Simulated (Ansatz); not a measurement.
**H$_{4}$HfO$_{4}$···H$_{2}$: density, localisation and related maps**

```yaml
atoms:
  - { symbol: Hf, position_ang: [-0.3999, 0.2711, -0.6009] }
  - { symbol: O, position_ang: [0.4905, -1.3359, 0.0807] }
  - { symbol: O, position_ang: [-1.1674, -0.1017, -2.3567] }
  - { symbol: O, position_ang: [-1.8180, 0.7896, 0.6369] }
  - { symbol: O, position_ang: [0.9081, 1.7126, -0.7498] }
  - { symbol: H, position_ang: [1.6084, -1.1610, 2.3728] }
  - { symbol: H, position_ang: [1.9673, -1.1975, 3.0497] }
  - { symbol: H, position_ang: [0.8492, -2.2255, 0.1975] }
  - { symbol: H, position_ang: [-1.6086, -0.1562, -3.2136] }
  - { symbol: H, position_ang: [-2.4383, 1.0280, 1.3369] }
  - { symbol: H, position_ang: [1.6086, 2.3766, -0.7537] }
```

Core potentials replace the inner electrons of Hf.

Theory: Ansatz, RKS BLYP/def2-SVP.

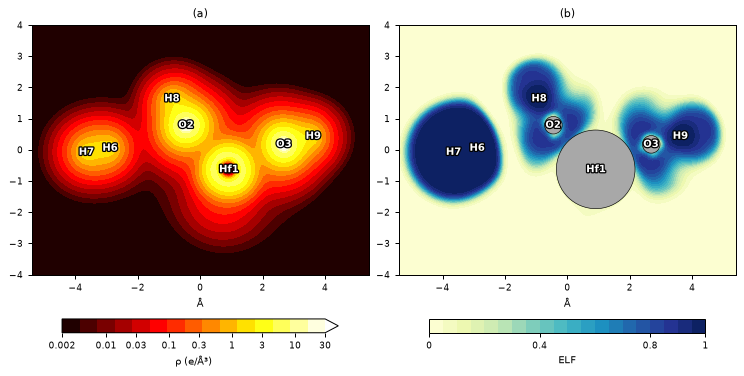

Figure 1. (a) electron density; (b) ELF on the plane of atoms Hf1, O2 and H8. Grey discs cover the atomic cores in the ELF map.

### Describe what can be read from this map.

- The plane passes through Hf, O and H nuclei.
- O2···H6 (2.56 Å): the density falls to about 0.06 e/Å³ on the way; the ELF dips to about 0.05 between them; a non-bonded, intermolecular contact.
- Hf–O (1.95 Å): ρ at the midpoint is about 0.79 e/Å³; the ELF peaks at about 0.80 in the valence shell of O, 0.6 Å from its nucleus, and drops to about 0.15 between the two atoms.
- H–H (0.77 Å): the density is about 1.7 e/Å³ at the midpoint; the ELF is about 1 at the midpoint.
- O–H (0.97 Å): ρ at the midpoint is about 3.6 e/Å³; the ELF climbs to about 1 towards the hydrogen, as it does in any bond to H: an ordinary covalent bond to hydrogen.

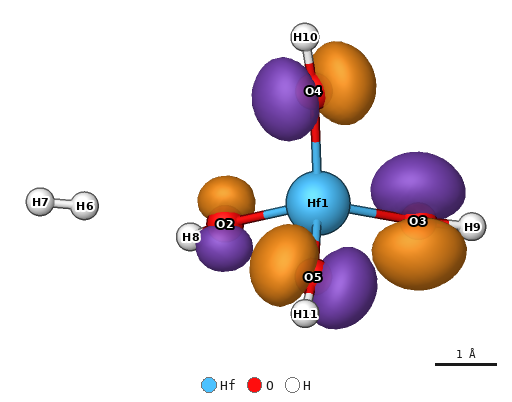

Figure 2. The HOMO−1 at ±0.15 Å⁻³ᐟ² (orange and purple are the two phases), seen from one side.

### Where does this orbital lie, and at what energy?

Its weight (Hirshfeld) is mainly on O3 (about 35 %), O4 (about 25 %), O5 (about 25 %) and O2 (about 5 %); largely a combination of lone pairs on O3, O4, O5 and O2. Its energy is −6.39 eV.
